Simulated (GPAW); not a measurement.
Band structure of Mg₆CuBi (Amm2, 8 atoms in the cell).

```yaml
crystal:
  lattice:
    - [4.98487, 0.00000, 0.00000]
    - [0.00000, 3.24580, 5.45747]
    - [0.00000, -3.24580, 5.45747]
  atoms:
    - { symbol: Mg, position: [0.50000, 0.83276, 0.33606] }
    - { symbol: Mg, position: [0.50000, 0.33606, 0.83276] }
    - { symbol: Mg, position: [0.00000, 0.68603, 0.14429] }
    - { symbol: Mg, position: [0.00000, 0.14429, 0.68603] }
    - { symbol: Mg, position: [0.00000, 0.67115, 0.67115] }
    - { symbol: Mg, position: [0.00000, 0.15954, 0.15954] }
    - { symbol: Cu, position: [0.50000, 0.83604, 0.83604] }
    - { symbol: Bi, position: [0.50000, 0.33412, 0.33412] }
```

Method: PBEsol, GPAW PAW datasets PBEsol (made by gpaw-setup) (plane waves; GPAW).

Settings: mode = pw; ecut = 800 eV; xc = PBEsol; kpts = 4 3 3; mesh shift (steps) = 0 0 0; occupations.name = methfessel-paxton; occupations.width = 0.136 eV; occupations.order = 0; nbands = -12; convergence.density = 1e-05 e/electron; symmetry.symmorphic = false; symmetry.tolerance = 0.0005; maxiter = 100; bandpath_npoints = 40.

The starting cell comes from a database of computed structures (which also holds hypothetical and non-ambient phases and stackings), without a prior relaxation at this level. Spin-orbit coupling is off. Spin polarisation is off.

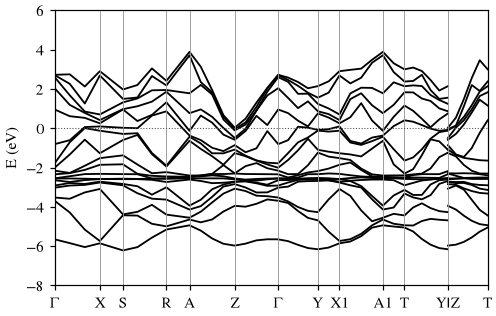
Figure. Bands along the path, energies from the Fermi level.

Levels in eV from the Fermi level, bands 40 to 47:
```json
[
 {"point": "Γ", "40": "-2.16", "41": "-2.01", "42": "-1.79", "43": "-0.81", "44": "0.95", "45": "2.04", "46": "2.60", "47": "2.70"},
 {"point": "X", "40": "-1.52", "41": "-1.27", "42": "-0.13", "43": "0.09", "44": "0.25", "45": "0.42", "46": "0.70", "47": "2.68"},
 {"point": "S", "40": "-1.38", "41": "-0.60", "42": "-0.29", "43": "0.02", "44": "0.96", "45": "0.97", "46": "1.32", "47": "1.49"},
 {"point": "R", "40": "-2.23", "41": "-1.95", "42": "-1.91", "43": "0.86", "44": "1.32", "45": "1.86", "46": "1.94", "47": "2.18"},
 {"point": "A", "40": "-2.41", "41": "-0.64", "42": "-0.44", "43": "-0.37", "44": "-0.13", "45": "0.77", "46": "1.78", "47": "3.71"},
 {"point": "Z", "40": "-2.30", "41": "-1.26", "42": "-1.08", "43": "-0.86", "44": "-0.59", "45": "-0.49", "46": "-0.11", "47": "-0.05"},
 {"point": "Y", "40": "-1.24", "41": "-1.10", "42": "-0.12", "43": "-0.09", "44": "0.75", "45": "0.86", "46": "1.24", "47": "1.56"},
 {"point": "X1", "40": "-1.52", "41": "-1.27", "42": "-0.13", "43": "0.09", "44": "0.25", "45": "0.42", "46": "0.70", "47": "2.68"},
 {"point": "A1", "40": "-2.41", "41": "-0.64", "42": "-0.44", "43": "-0.37", "44": "-0.13", "45": "0.77", "46": "1.78", "47": "3.71"},
 {"point": "T", "40": "-2.40", "41": "-2.31", "42": "-1.65", "43": "0.40", "44": "1.15", "45": "1.83", "46": "2.14", "47": "2.38"}
]
```

Bands cross the Fermi level along this path, so the cell is metallic at this level.
